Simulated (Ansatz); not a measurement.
```yaml
atoms:
  - { symbol: Si, position_ang: [-1.2193, 1.1662, -1.3319] }
  - { symbol: Si, position_ang: [0.1950, -0.5648, -0.5006] }
  - { symbol: Si, position_ang: [1.1141, -0.8111, 1.6881] }
  - { symbol: H, position_ang: [-2.4344, 0.4144, -1.7806] }
  - { symbol: H, position_ang: [-0.4305, 1.7170, -2.4797] }
  - { symbol: H, position_ang: [-1.4667, 2.1378, -0.2304] }
  - { symbol: H, position_ang: [0.5227, -1.6196, -1.5203] }
  - { symbol: H, position_ang: [1.9427, -2.0480, 1.7244] }
  - { symbol: H, position_ang: [-0.1059, -0.8527, 2.5562] }
  - { symbol: H, position_ang: [1.8824, 0.4608, 1.8749] }
```

All numbers below come from RKS BLYP-D4/def2-SVP in Ansatz 0.2.0.

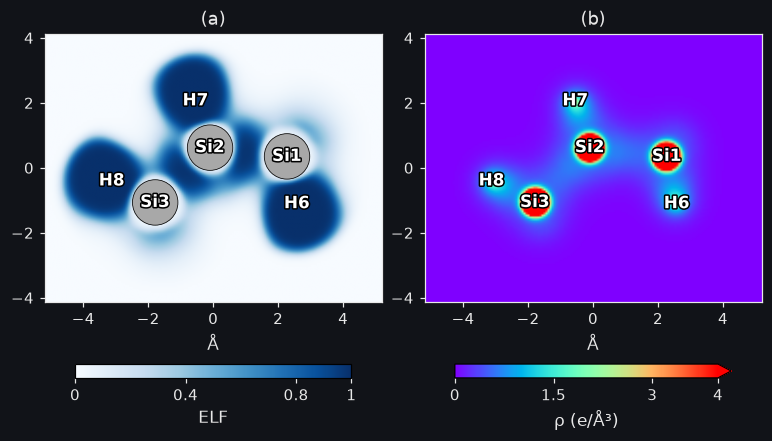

H₇Si₃ (charge +1). (a) ELF; (b) electron density on the plane of atoms Si1, Si2 and H7. Grey discs cover the atomic cores in the ELF map.

Q: What do the fields say about this system?

A:
- Atoms in the plane: Si and H.
- Si–Si (2.38 Å): the density is about 0.59 e/Å³ at the midpoint; the ELF peaks at about 1 between the atoms; localised, covalent bonding.
- Si–H (1.49 Å): ρ at the midpoint is about 0.78 e/Å³; the ELF climbs to about 1 towards the hydrogen, as it does in any bond to H.
